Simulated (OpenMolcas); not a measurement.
Multiconfigurational calculation for Pr³⁺ (part 2 of 2)

The same run, continued: Pr³⁺, among 7 point charges of −2 e at 2.76 Å, pentagonal bipyramid (D5h), axial distortion 1.12, whose field is part of the energies. Method: state-averaged CASSCF, active space 2 electrons in the shell 4f, basis ANO-RCC-VDZP, DKH2 scalar Hamiltonian, spin-orbit coupling by RASSI with atomic mean-field integrals (OpenMolcas).

**Output (extracts), continued**
```
--- RASSI ---
SPIN-FREE ENERGIES:
  (Shifted by EMIN (a.u.) =      -9236.2969629976)

 SF State       Relative EMIN(au)   Rel lowest level(eV)    D:o, cm**(-1)      L_eff

     1             0.0000000000        0.0000000000              0.0000         5.0
     2             0.0003505167        0.0095380459             76.9295         5.0
     3             0.0003505186        0.0095380978             76.9299         5.0
     4             0.0013564995        0.0369122316            297.7172         5.0
     5             0.0013564995        0.0369122316            297.7172         5.0
     6             0.0028869173        0.0785570221            633.6051         5.0
     7             0.0028869173        0.0785570221            633.6051         5.0
     8             0.0046065888        0.1253516679           1011.0294         5.0
     9             0.0046065888        0.1253516679           1011.0294         5.0
    10             0.0053220182        0.1448194921           1168.0480         5.0
    11             0.0053221273        0.1448224608           1168.0719         5.0
    12             0.0292535675        0.7960301253           6420.4160         3.0
    13             0.0292535675        0.7960301253           6420.4160         3.0
    14             0.0300144733        0.8167354252           6587.4155         3.0
    15             0.0303798156        0.8266768964           6667.5988         3.0
    16             0.0303798156        0.8266768964           6667.5988         3.0
    17             0.0306464076        0.8339312349           6726.1090         3.0
    18             0.0306464076        0.8339312349           6726.1090         3.0
    22             0.0321847778        0.8757924202           7063.7422         4.0
    23             0.0326204340        0.8876472285           7159.3577         4.0
    24             0.0326204348        0.8876472504           7159.3579         4.0
    25             0.0336488795        0.9156326575           7385.0754         4.0
    26             0.0336488795        0.9156326575           7385.0754         4.0
    27             0.0344730754        0.9380601697           7565.9655         4.0
    28             0.0344730754        0.9380601697           7565.9655         4.0
    29             0.0345900995        0.9412445574           7591.6493         4.0
    30             0.0345900995        0.9412445574           7591.6493         4.0
    31             0.0974534247        2.6518427811          21388.5545         2.0
    32             0.0974534247        2.6518427811          21388.5545         2.0
    33             0.0989592240        2.6928176682          21719.0392         2.0
    34             0.0989592257        2.6928177122          21719.0396         2.0
    35             0.1013298294        2.7573251253          22239.3269         2.0
    36             0.1156248489        3.1463124219          25376.7211         6.0
    37             0.1157405992        3.1494621499          25402.1253         6.0
    38             0.1157406031        3.1494622555          25402.1262         6.0
    39             0.1161703249        3.1611555805          25496.4392         6.0
    40             0.1161703249        3.1611555805          25496.4392         6.0
    41             0.1171136556        3.1868249178          25703.4764         6.0
    42             0.1171136556        3.1868249178          25703.4764         6.0
    43             0.1188867510        3.2350732997          26092.6258         6.0
Eigenvalues of complex Hamiltonian:
   -----------------------------------
  (Shifted by EMIN (a.u.) =      -9236.2969629976)

 SO State       Relative EMIN(au)   Rel lowest level(eV)    D:o, cm**(-1)     J-value

     1            -0.0119803587        0.0000000000              0.0000         4.0
     2            -0.0115310827        0.0122254222             98.6047         3.9
     3            -0.0115310809        0.0122254713             98.6051         3.9
     4            -0.0102537741        0.0469827593            378.9415         3.5
     5            -0.0102537741        0.0469827592            378.9415         3.5
     6            -0.0084244430        0.0967613949            780.4333         2.9
     7            -0.0084244430        0.0967613949            780.4333         2.9
     8            -0.0071718192        0.1308470234           1055.3524         1.6
     9            -0.0071718192        0.1308470235           1055.3524         1.6
    10            -0.0015017411        0.2851377102           2299.7907         5.0
    11            -0.0012026794        0.2932755921           2365.4272         4.9
    12            -0.0012026777        0.2932756406           2365.4276         4.9
    13            -0.0003385748        0.3167890764           2555.0762         4.6
    14            -0.0003385748        0.3167890761           2555.0762         4.6
    15             0.0009457902        0.3517384286           2836.9618         4.1
    16             0.0009457902        0.3517384286           2836.9618         4.1
    17             0.0023155902        0.3890125863           3137.5981         3.3
    18             0.0023155902        0.3890125864           3137.5981         3.3
    19             0.0033580081        0.4173782226           3366.3824         1.8
    20             0.0033580972        0.4173806454           3366.4019         1.8
    21             0.0092016621        0.5763921483           4648.9162         6.0
    22             0.0094454538        0.5830260592           4702.4223         5.9
    23             0.0094454557        0.5830261091           4702.4227         5.9
    24             0.0101512653        0.6022321667           4857.3300         5.7
    25             0.0101512653        0.6022321666           4857.3300         5.7
    26             0.0112428889        0.6319367583           5096.9137         5.2
    27             0.0112428889        0.6319367583           5096.9137         5.2
    28             0.0125729160        0.6681286392           5388.8209         4.6
    29             0.0125729160        0.6681286392           5388.8209         4.6
    30             0.0138543112        0.7029971793           5670.0546         3.7
    31             0.0138543348        0.7029978223           5670.0598         3.7
    32             0.0144538613        0.7193117682           5801.6407         2.0
    33             0.0144538613        0.7193117682           5801.6407         2.0
    34             0.0210544827        0.8989238273           7250.3096         1.0
    35             0.0210544827        0.8989238273           7250.3096         1.0
    36             0.0217293572        0.9172880977           7398.4275         2.0
    37             0.0219212925        0.9225109248           7440.5524         1.8
    38             0.0219212928        0.9225109316           7440.5525         1.8
    39             0.0273909582        1.0713481104           8641.0053         4.0
    40             0.0274737989        1.0736023203           8659.1867         1.7
    41             0.0274737989        1.0736023203           8659.1867         1.7
Weights of the five most important spin-orbit-free states for each spin-orbit state.

 SO State  Total energy (au)           Spin-free states, spin, and weights
 -------------------------------------------------------------------------------------------------------
    1        -0.011980       1 1.0  0.4478    2 1.0  0.2638    3 1.0  0.2638   22 0.0  0.0241   14 1.0  0.0004
    2        -0.011531       2 1.0  0.4389    1 1.0  0.2066    4 1.0  0.1650    5 1.0  0.1650   23 0.0  0.0240
    3        -0.011531       3 1.0  0.4389    1 1.0  0.2066    5 1.0  0.1650    4 1.0  0.1650   24 0.0  0.0240
    4        -0.010254       5 1.0  0.4051    6 1.0  0.2083    7 1.0  0.2083    3 1.0  0.0753    2 1.0  0.0753
    5        -0.010254       4 1.0  0.4051    7 1.0  0.2083    6 1.0  0.2083    3 1.0  0.0753    2 1.0  0.0753
    6        -0.008424       9 1.0  0.2733    8 1.0  0.2733    6 1.0  0.2353    7 1.0  0.1010    4 1.0  0.0454
    7        -0.008424       8 1.0  0.2733    9 1.0  0.2733    7 1.0  0.2353    6 1.0  0.1010    5 1.0  0.0454
    8        -0.007172      10 1.0  0.3821   11 1.0  0.3821    8 1.0  0.1679   28 0.0  0.0253    6 1.0  0.0140
    9        -0.007172      10 1.0  0.3821   11 1.0  0.3821    9 1.0  0.1679   27 0.0  0.0253    7 1.0  0.0140
   10        -0.001502       2 1.0  0.5000    3 1.0  0.5000   16 1.0  0.0000   15 1.0  0.0000   19 1.0  0.0000
   11        -0.001203       1 1.0  0.4989    4 1.0  0.2430    5 1.0  0.2430    3 1.0  0.0149   24 0.0  0.0001
   12        -0.001203       1 1.0  0.4989    5 1.0  0.2430    4 1.0  0.2430    2 1.0  0.0149   23 0.0  0.0001
```

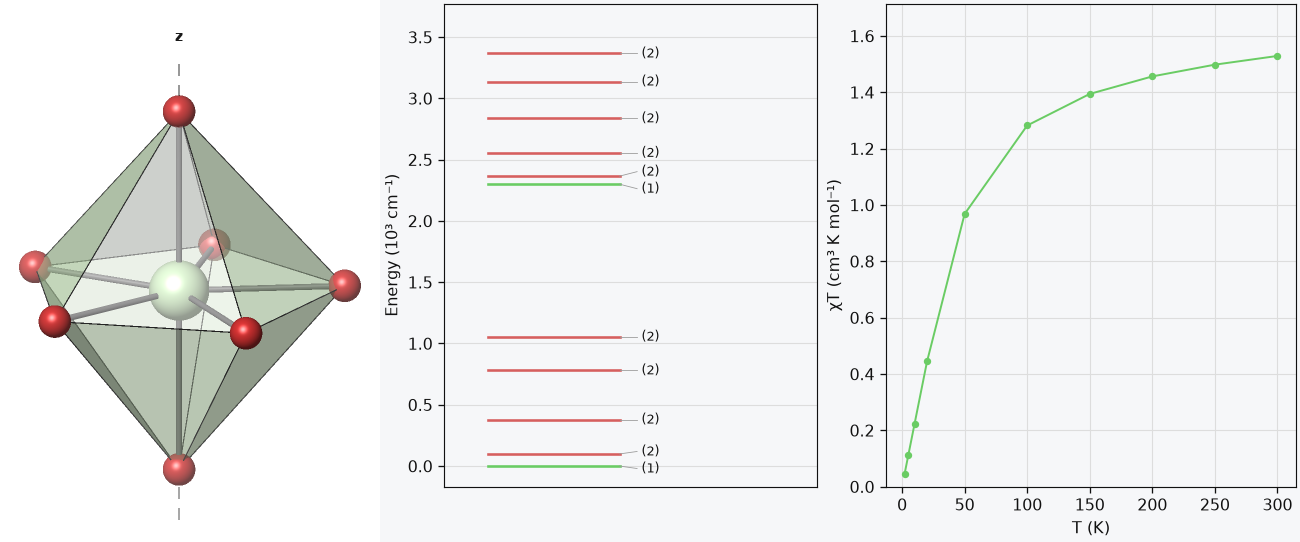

Pr³⁺ (4f²) among 7 point charges of −2 e at 2.76 Å, arranged as: pentagonal bipyramid (D5h), axial distortion 1.12, with its levels and susceptibility. Labels give the representation in O, Td, D4 or D3 as the site allows (double group for half-integer spin) where it could be assigned and, in brackets, the degeneracy; spin-free states, where drawn, share the zero of the spin-orbit levels. Powder susceptibility by Van Vleck's formula. The ground level is non-degenerate, 98 % from states of spin multiplicity 3 (of the 28 states of multiplicity 1, 27 enter the spin-orbit step), effective J = 3.99, with |mJ| = 0 the largest share (100 %). The next level lies at 99 cm⁻¹. The lowest J multiplet spreads over 1,060 cm⁻¹. χT is 0.0446 cm³ K mol⁻¹ at 2 K and 1.53 at 300 K, an effective moment of 3.50 μB.

Outcome of the run: converged.
